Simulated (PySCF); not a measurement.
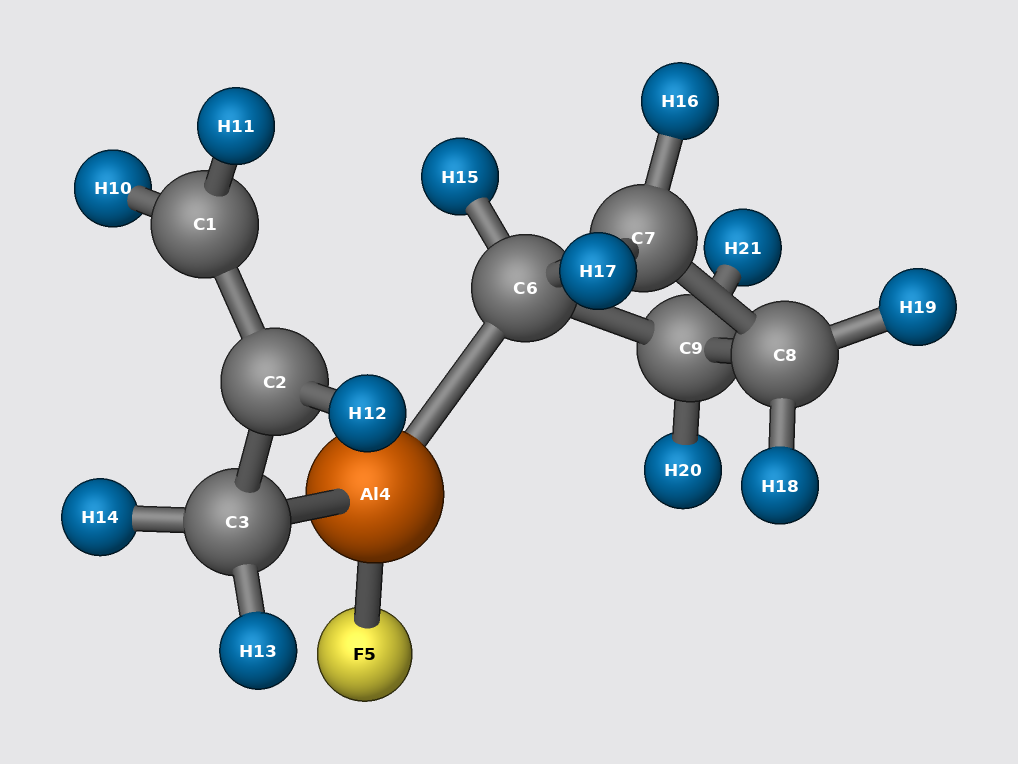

Computed geometry: GFN2-xTB optimisation. No frequency run is at hand to confirm it as a minimum. Level of theory: GIAO PBE0/pcSseg-1 NMR shielding, non-relativistic, gas phase (PySCF 2.14.0). Principal shieldings σ11 ≤ σ22 ≤ σ33, span Ω = σ33 − σ11, skew κ = 3(σiso − σ22)/Ω.

Give the shielding tensors of the F atoms.

```tsv
atom	σ11	σ22	σ33	σiso	Ω	κ
F5	191.6	355.8	377.0	308.1	185.4	−0.77
```

Shieldings and span in ppm.

The geometry is semi-empirical. Around Al such bond lengths and angles can be off by a tenth of an ångström or more and by several degrees, and values that hang on the shape move with them.
